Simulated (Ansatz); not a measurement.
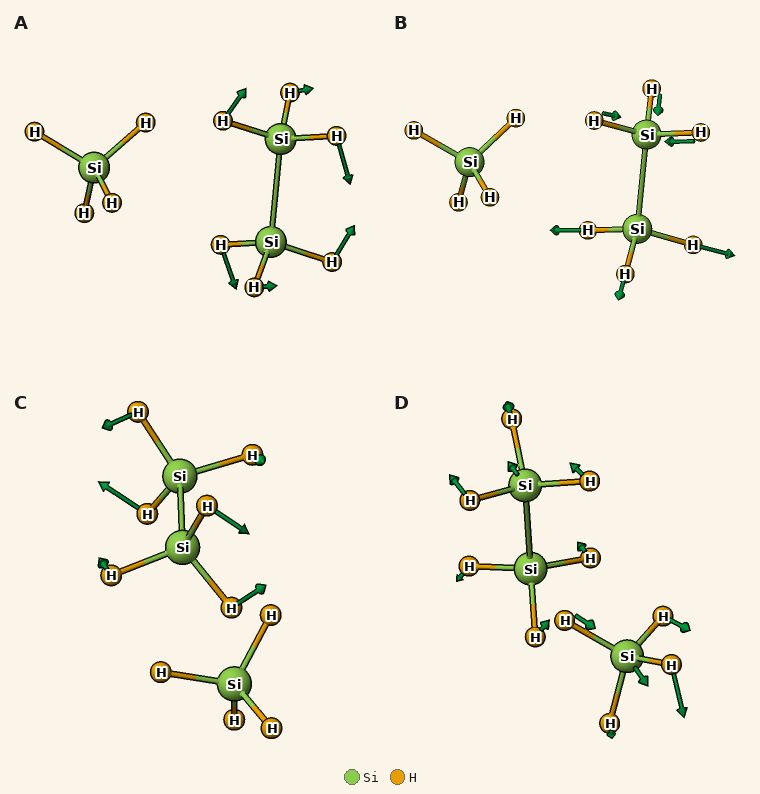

4 normal modes of one molecule or complex, as arrows. Harmonic vibrations computed with RKS PBE0-D4/def2-TZVP (Ansatz 0.2.0) at a stationary point of the same level.

### Match the panels to the wavenumbers 46 cm⁻¹, 376 cm⁻¹, 935 cm⁻¹, 2212 cm⁻¹.

A: 376 cm⁻¹, H–Si–Si bending
B: 2212 cm⁻¹, out-of-phase stretching of 6 Si–H bonds
C: 935 cm⁻¹, H–Si–H bending
D: 46 cm⁻¹
